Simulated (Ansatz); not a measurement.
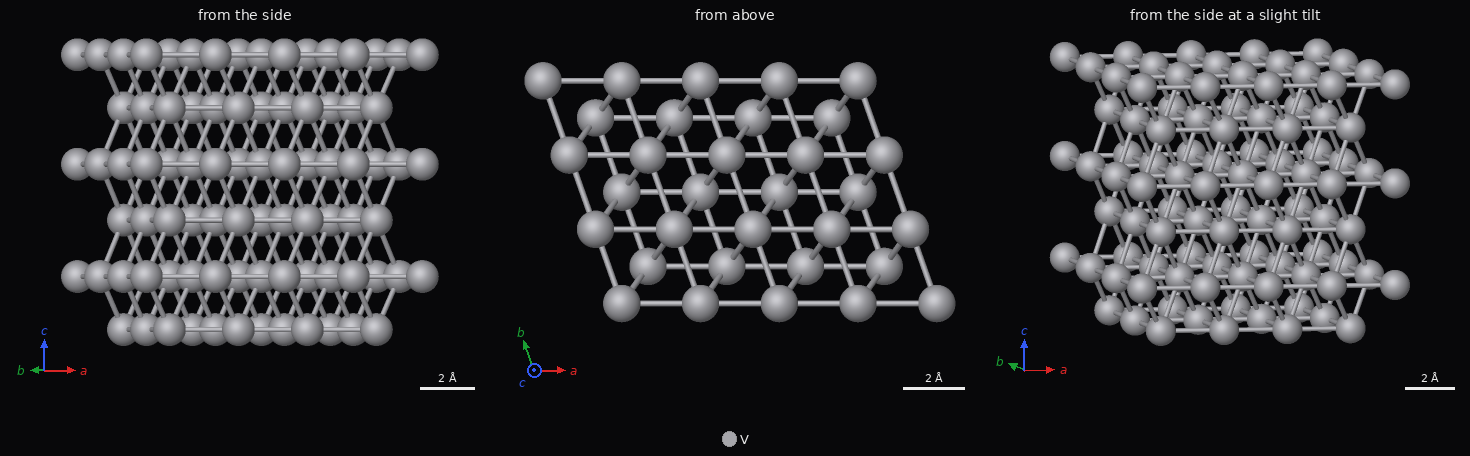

A ball-and-stick picture of a periodic slab, seen from the side, from above and from the side at a slight tilt. The surface normal points up in side views; the vacuum is left out. 4×3 cells are drawn in the plane, with atoms at the edges repeated.

The cell holds 6 V. The slab was cut from bulk V (Im-3m).

Question: Read the thickness off the scale bar.

Answer: About 10 Å from the lowest to the highest atom.

Question: What layers make up the slab, from top to bottom?

Answer: Six planes: V / V / V / V / V / V.

Question: Name the surface by its Miller indices.

Answer: (1 1 0).

Theory: DFT PBE, scalar-relativistic, plane waves, PAW in Ansatz 0.2.0. Numerical settings: wavefunction cutoff 420 eV, a 14×14×1 k-point grid, Gaussian smearing of 0.1 eV, no spin polarisation.

Question: What work functions does the calculation give?

Answer: 4.76 eV on both faces.

The model was built from a structure listed in the Materials Project, from which a slab was cut. The atoms were relaxed in a fixed cell with Ansatz 0.2.0, DFT PBE, scalar-relativistic, plane waves, PAW.
